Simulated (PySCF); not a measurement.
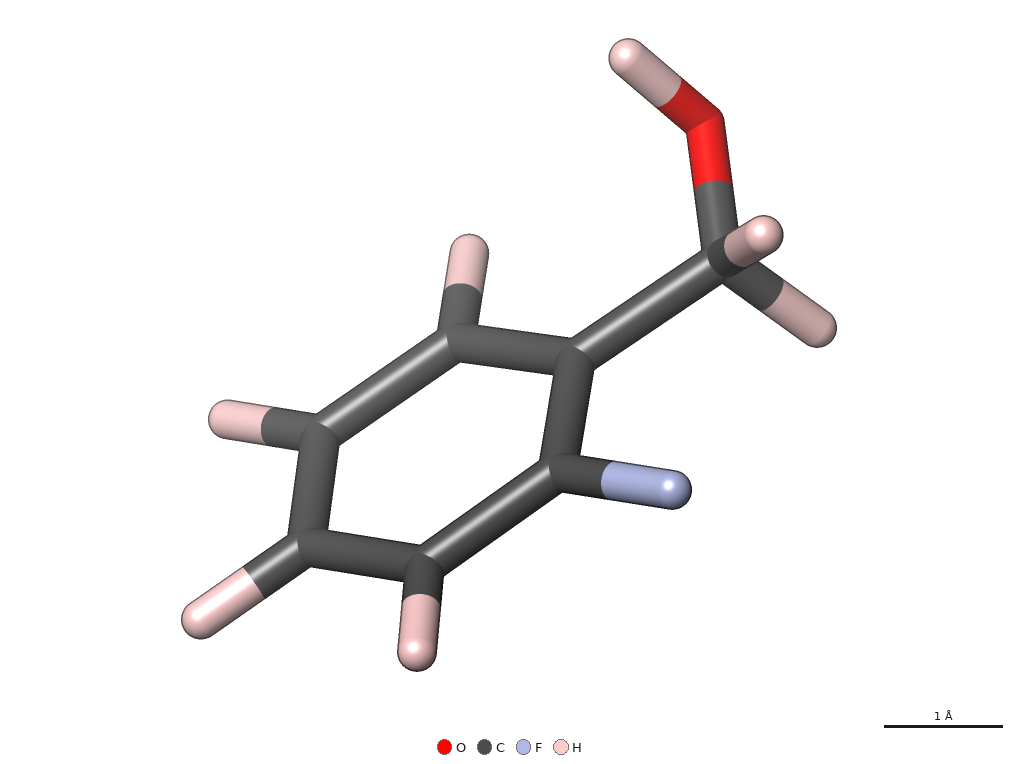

Stick drawing of a structure. Every bond is drawn as one stick, whatever its order.

The geometry was computed by an optimisation with PBE0-D3(BJ)/def2-SVP. No frequency run is at hand to confirm it as a minimum.

Question: Give the formula.

Answer: C7H7FO, 16 atoms: 7 carbon, 7 hydrogen, 1 fluorine and 1 oxygen.

Question: Describe its rings.

Answer: Independent rings (smallest set): 1 of 6 members, 1 of them aromatic.

Question: Which point group does it belong to?

Answer: C1.

Question: Count the bonded pairs by element.

Answer: 7 C–C, 6 C–H, 1 C–O, 1 C–F, 1 O–H.

Question: What is its SMILES?

Answer: OCc1ccccc1F

The parts below concern this one geometry. Atoms keep their numbers from picture to picture.

### Geometry

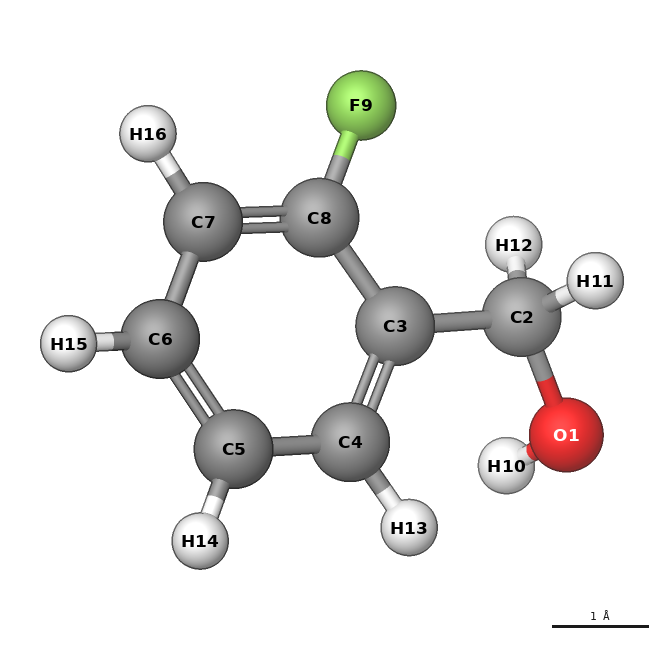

No frequency run is at hand to confirm it as a minimum.

Give the bond lengths.

| bond | length (Å) | order |
| --- | --- | --- |
| O1–C2 | 1.398 | single |
| O1–H10 | 0.964 | single |
| C2–C3 | 1.509 | single |
| C2–H11 | 1.103 | single |
| C2–H12 | 1.106 | single |
| C3–C4 | 1.396 | aromatic |
| C3–C8 | 1.395 | aromatic |
| C4–C5 | 1.394 | aromatic |
| C4–H13 | 1.092 | single |
| C5–C6 | 1.394 | aromatic |
| C5–H14 | 1.092 | single |
| C6–C7 | 1.394 | aromatic |
| C6–H15 | 1.092 | single |
| C7–C8 | 1.387 | aromatic |
| C7–H16 | 1.092 | single |
| C8–F9 | 1.338 | single |

### Electronic properties

No frequency run is at hand to confirm it as a minimum. Properties computed with PBE0/pcSseg-1, gas phase (PySCF 2.14.0).

Predict the main results.

- dipole moment: 1.62 D
- HOMO energy (Kohn–Sham orbital): −7.17 eV
- LUMO energy (Kohn–Sham orbital): −0.52 eV
- HOMO–LUMO gap: 6.65 eV

### Spin–spin coupling

No frequency run is at hand to confirm it as a minimum. Method: B3LYP/pcJ-1 indirect spin-spin coupling, non-relativistic, gas phase (PySCF 2.14.0). Isotopes: 13C, 19F, 1H, 17O.

Give the spin–spin coupling constants of these pairs, with the number of bonds between them: C8/F9, C3/F9, C7/F9, C6/F9, F9/H16.

```json
{"pair": "C8, F9", "bonds apart": "1", "J (Hz)": "−309.9"}
{"pair": "C3, F9", "bonds apart": "2", "J (Hz)": "10.8"}
{"pair": "C7, F9", "bonds apart": "2", "J (Hz)": "18.2"}
{"pair": "C6, F9", "bonds apart": "3", "J (Hz)": "5.2"}
{"pair": "F9, H16", "bonds apart": "3", "J (Hz)": "10.3"}
```

Density functionals are unreliable for couplings to fluorine, so those rows may be far off.

### NMR shielding

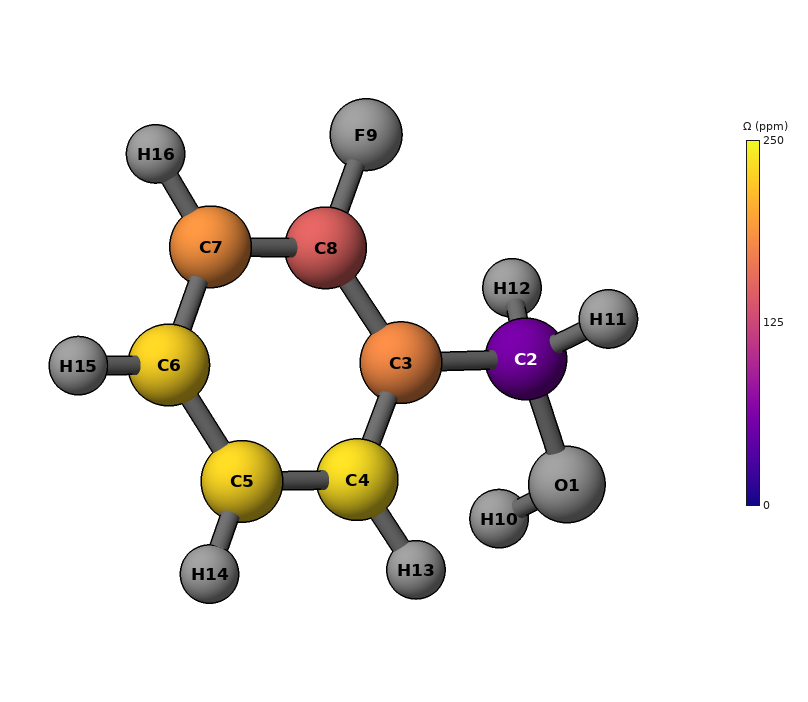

The C atoms are coloured by the span of their shielding tensor. No frequency run is at hand to confirm it as a minimum. Level of theory: GIAO PBE0/pcSseg-1 NMR shielding, non-relativistic, gas phase (PySCF 2.14.0). Principal shieldings σ11 ≤ σ22 ≤ σ33, span Ω = σ33 − σ11, skew κ = 3(σiso − σ22)/Ω.

Give the shielding tensors of the C atoms.

| atom | σ11 | σ22 | σ33 | σiso | Ω | κ |
| --- | --- | --- | --- | --- | --- | --- |
| C2 | 100.6 | 110.2 | 160.0 | 123.6 | 59.4 | 0.67 |
| C3 | −22.5 | 11.5 | 157.9 | 48.9 | 180.4 | 0.62 |
| C4 | −53.9 | 32.3 | 180.2 | 52.8 | 234.1 | 0.26 |
| C5 | −53.3 | 42.6 | 176.7 | 55.3 | 230.0 | 0.17 |
| C6 | −55.8 | 35.4 | 172.4 | 50.7 | 228.2 | 0.20 |
| C7 | −21.4 | 49.5 | 165.6 | 64.6 | 187.0 | 0.24 |
| C8 | −65.5 | 35.3 | 84.8 | 18.2 | 150.3 | −0.34 |

Shieldings and span in ppm.
